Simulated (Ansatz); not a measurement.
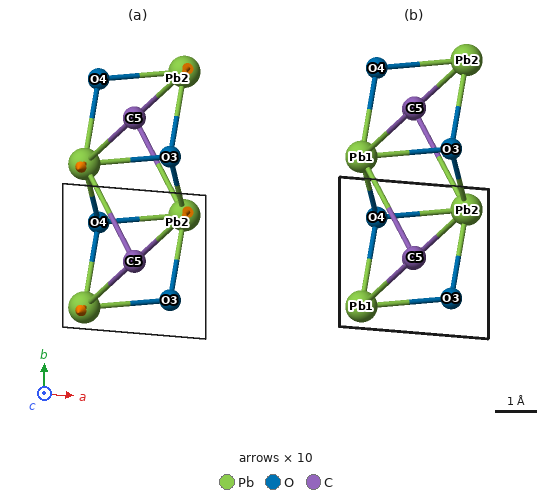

The structure of solid Pb$_{2}$CO$_{2}$ (a generated structure, set up in I4/mmm) before (left) and after (right) a relaxation, at one scale. The orange arrows give the displacements (the part carried along by the change of the cell is left out), magnified 10 times.

Style: ball-and-stick. Shown: the cell of the calculation, repeated 1 × 2 × 1 with one cell outlined, along the c axis.

The start is a swapped structure.

These are results of DFT, PAW plane waves, PBE in Ansatz, not measurements.

The input:
```yaml
crystal:
  lattice:
    - [0.0, 3.650765, 0.0]
    - [3.650765, 0.0, 0.0]
    - [1.825383, 1.825383, -6.069047]
  atoms:
    - { symbol: Pb, position: [0.15, 0.15, 0.7] }
    - { symbol: Pb, position: [0.85, 0.85, 0.3] }
    - { symbol: O, position: [0.75, 0.25, 0.5] }
    - { symbol: O, position: [0.25, 0.75, 0.5] }
    - { symbol: C, position: [0.5, 0.5, 0.0] }
  symmetry: { tolerance: 0.0003 }
kpoints:
  mp_grid: { grid: [7, 7, 7], shift: [0, 0, 0] }
magnetization:
  spin_polarized: false
scf:
  occupations: { method: fermi_dirac }
  lower_state_search: "off"
hamiltonian:
  pseudopotentials: { kind: paw }
  xc: pbe
basis:
  ecutwfc: 420
  fft_grid_basis: typed
relax:
  max_steps: 80
  cell: { p_target: 0.0 }
  f_tol: 0.03
output:
  forces: true
  stress: true
  eigenvalues: true
  bader: true
  populations: true
  elf: true
  write_potential: true
  volumetric_format: npy
  dos:
    e_range: [-12, 8]
    de: 0.05
    projected: { site_lists: { C: [C], O: [O], Pb: [Pb] } }
  write_density: true
checkpoint:
  read: saved_state
```

Command:
```bash
ansatz run input.yaml --threads 2 --pin off --max-ram 2560MiB --backend cpu --events-out ev --progress --plain --runs-dir out
```

Question: Describe what moved and what it gained.

Answer: The largest moves relative to the cell, 0.054 Å, are those of Pb1 and Pb2. Pb2 goes along [1 1 −2]. O and C stay in place. The volume changes by +11.4 %, with a = b 3.651 → 3.805 Å (+4.2 %), c 6.595 → 6.779 Å (+2.8 %), α 73.9° → 73.7°, β 73.9° → 73.7°. Among the contacts that change: Pb1–O3 2.192 → 2.304 Å, Pb1–C5 3.159 → 3.244 Å. The space group stays I4/mmm (No. 139). The energy falls by 99.9 meV per atom in 6 accepted moves (8 points after the start). Largest force component: 2.9 eV/Å at the start, 0.0019 eV/Å at the end. Pressure: 14.00 GPa at the start and 0.02 GPa at the end. The SCF was repeated twice at an unchanged geometry on a basis and grid sized afresh for the cell, which shifted the energy by 5.9 meV per atom at most.
